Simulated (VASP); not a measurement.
Band structure of Be₂B (space group Fm-3m). Method: PBEsol GGA, VASP's PBE PAW potentials (set 64) (plane waves; VASP).

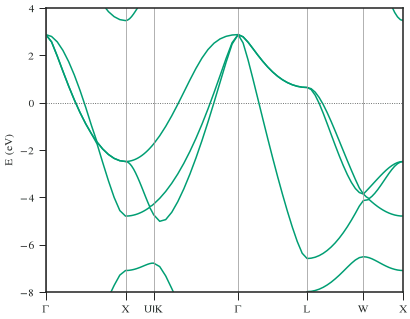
Figure. Bands along high-symmetry lines, zero at the valence-band maximum or, without a gap, the Fermi level

**Question.** Read the plot: is there a gap, and where are the band edges?

**Answer.** It has no gap at this level: it comes out as a metal or semimetal. (Edges off the drawn lines would not show.)

The structure comes from a measured Be2B entry (Fm-3m) of the Crystallography Open Database, whose conditions weren't checked. It was relaxed first, which changed the volume by -7 %. The electron count is odd and the run is not spin-polarised, which forces a metal.
